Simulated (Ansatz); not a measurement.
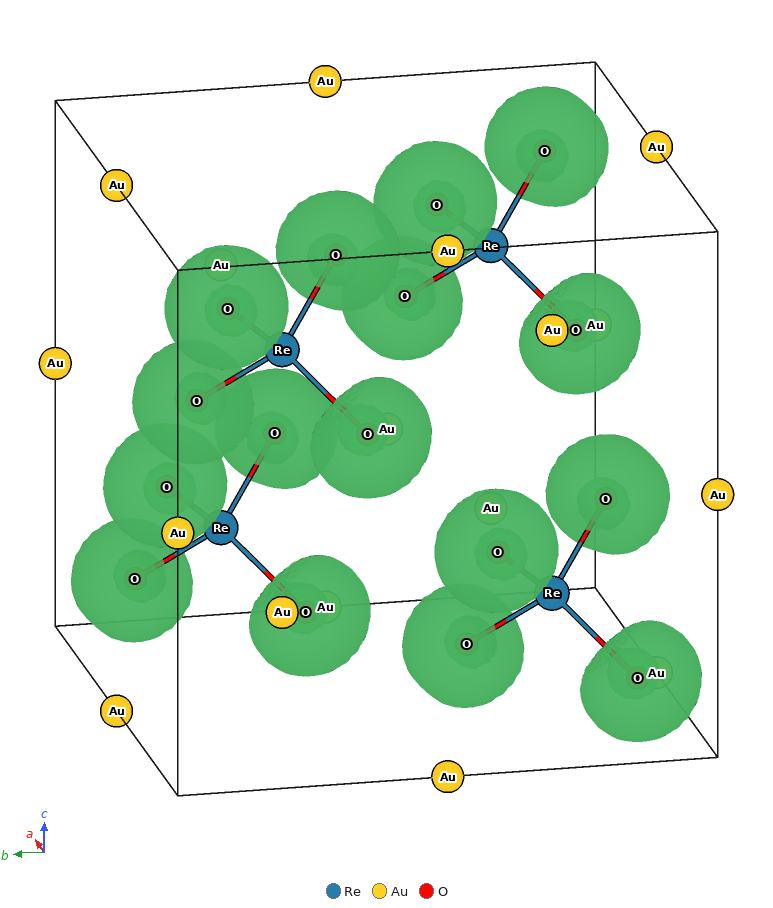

The picture shows: ReAu2O4. Isosurface of the ELF at 0.7 (green), seen at an oblique angle. Only the valence region is drawn (cores and ρ < 0.01 e/Å³ removed). Sticks mark near contacts.

Space group F-43m; a generated structure, not necessarily the stable one; computed without spin polarisation.

These are results of DFT PBE, scalar-relativistic, plane waves, PAW (Ansatz), not measurements.

In a PAW calculation such maps are meaningful between the atoms, not at the nuclei.

Describe the localisation domains.

At this value the surface marks out 16 regions wrapped around O (the valence shell of each), counted in one cell of 28 atoms. Regions shared between cells count once. Along the contacts the grid gives the following. Re–O (1.74 Å): the ELF peaks at about 0.75 in the valence shell of O, 0.5 Å from its nucleus, and drops to about 0.35 between the two atoms. Au–O (3.22 Å): the ELF is about 0.05 at the midpoint: no shared electron pair shows on this line.
